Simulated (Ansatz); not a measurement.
# CAM-B3LYP/aug-cc-pVDZ run of BClF2 (SMILES FB(F)Cl)

What is the vertical ionisation energy of BClF2 at CAM-B3LYP/aug-cc-pVDZ? 

The results are computed with Ansatz 0.2.0.

57 further runs of the same task are left out: 57 set aside as unsound or not needed.

### Step 1. Starting point

The species is BClF2 (4 atoms), meant as a singlet with charge 0. SMILES: `FB(F)Cl`. The shape is that of a PBE0-D4/def2-TZVP optimisation.

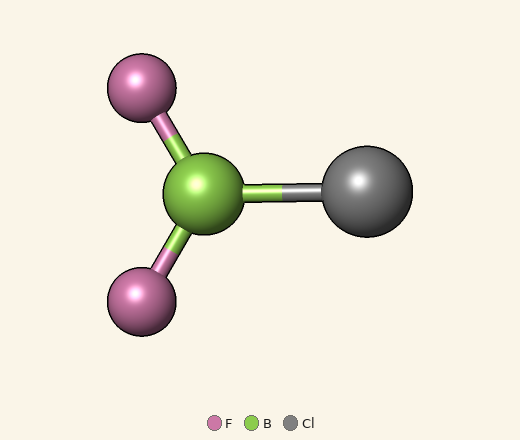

The structure, seen from a chosen angle (fluorine pink, boron green, chlorine grey).

### Step 2. The energy at CAM-B3LYP/aug-cc-pVDZ

in.yaml

```yaml
crystal:
  periodic: [false, false, false]
  atoms:
    - {symbol: F, position_ang: [-0.173700, -1.254300, -0.546300]}
    - {symbol: B, position_ang: [-0.067100, -0.041300, -0.062000]}
    - {symbol: F, position_ang: [-1.011600, 0.830100, -0.317700]}
    - {symbol: Cl, position_ang: [1.307900, 0.405300, 0.905700]}
basis:
  gaussian: {orbitals: aug-cc-pVDZ}
hamiltonian: {xc: {name: CAM-B3LYP}}
accuracy: high
output: {orbitals: {seedname: orbitals}}
```

Command:

```bash
$ ansatz run in.yaml --threads 1 --pin off --max-ram 3480MiB --events-out events.jsonl --progress --plain --runs-dir runs
```

Output:

```text
Warning: RAYON_NUM_THREADS=1 ignored (pool sized by the plan → 1); use --threads N
Functional definition: CAM-B3LYP
  name "CAM-B3LYP"
  parameter alpha = 0.19
  parameter beta = 0.46
  parameter omega = 0.33/bohr
  parameter ac = 0.81
  exchange = (1 - alpha - beta)*b88_x + beta*b88_x_sr(omega) + alpha*exact_x + beta*exact_x_lr(omega)
  correlation = (1 - ac)*vwn5_c + ac*lyp_c
1877 factors; integrals over basis functions are off by at most 2.9e-9 eV
451 factors; integrals over basis functions are off by at most 1.6e-9 eV
mean field evaluation 1: about -18634.1899 eV, gradient 3.8e1 eV
mean field evaluation 2: about -18633.2220 eV, gradient 4.9e1 eV
mean field evaluation 4: about -18636.4766 eV, gradient 7.5e-1 eV
mean field evaluation 8: about -18636.5613 eV, gradient 4.6e-2 eV
mean field evaluation 16: about -18636.5613 eV, gradient 3.6e-6 eV
mean field -18636.56126615 eV, -684.8809942161 hartree, gradient 3.8e-8 eV, S^2 0.000000; 0 other end points of the search recorded, 0 dependent functions left out
reference -18636.56128502 eV, -684.8809949096 hartree; 20, 20 occupied and 76, 76 virtual orbitals, 1877 factors
Total energy: -18636.56128502 eV, -684.8809949096 hartree
```

Wall time 7.2 s (1 thread of Arm Neoverse V1, shared host); peak memory 0.34 GiB.

### Step 3. The doublet cation

job.yaml

```yaml
basis:
  gaussian:
    orbitals: aug-cc-pVDZ
crystal:
  periodic: [false, false, false]
  atoms:
    - {symbol: F, position_ang: [-0.173700, -1.254300, -0.546300]}
    - {symbol: B, position_ang: [-0.067100, -0.041300, -0.062000]}
    - {symbol: F, position_ang: [-1.011600, 0.830100, -0.317700]}
    - {symbol: Cl, position_ang: [1.307900, 0.405300, 0.905700]}
total_charge: 1
magnetization:
  spin_polarized: true
  initial_magnetization: 1
hamiltonian:
  xc: {name: CAM-B3LYP}
accuracy: high
output:
  orbitals: {seedname: orbitals}
```

Command:

```bash
$ ansatz run job.yaml --threads 1 --pin off --max-ram 3480MiB --events-out events.jsonl --progress --plain --runs-dir runs
```

Output (excerpt; [...] marks lines left out):

```text
Warning: RAYON_NUM_THREADS=1 ignored (pool sized by the plan → 1); use --threads N
[... 2 set-up lines as earlier in the session ...]
[...]
1878 factors; integrals over basis functions are off by at most 2.9e-9 eV
451 factors; integrals over basis functions are off by at most 1.6e-9 eV
[...]
mean field -18623.61631233 eV, -684.4052759375 hartree, gradient 5.3e-8 eV, S^2 0.753016; 2 other end points of the search recorded, 0 dependent functions left out
reference -18623.61633390 eV, -684.4052767303 hartree; 20, 19 occupied and 76, 77 virtual orbitals, 1878 factors
Total energy: -18623.61633390 eV, -684.4052767303 hartree
```

Wall time 21 s (1 thread of Arm Neoverse V1, shared host); peak memory 0.47 GiB.

### Step 4. Summary of results

At CAM-B3LYP/aug-cc-pVDZ:

| quantity | value |
| --- | --- |
| singlet BClF2: total energy | -684.88099 Eh |
| singlet BClF2: HOMO energy | -11.37 eV |
| singlet BClF2: LUMO energy | 0.32 eV |
| singlet BClF2: HOMO–LUMO gap | 11.69 eV |
| doublet cation: total energy | -684.40528 Eh |
| doublet cation: HOMO energy (highest over α and β) | -20.56 eV |
| doublet cation: LUMO energy (lowest over α and β) | -14.54 eV |
| doublet cation: ⟨S²⟩ | 0.753 |
| vertical ionisation energy (to the doublet cation) | 12.945 eV |

In words: The vertical ionisation energy comes to 12.94 eV (1249 kJ/mol). The negative HOMO energy of the first species, 11.37 eV, lies 1.57 eV below that difference.
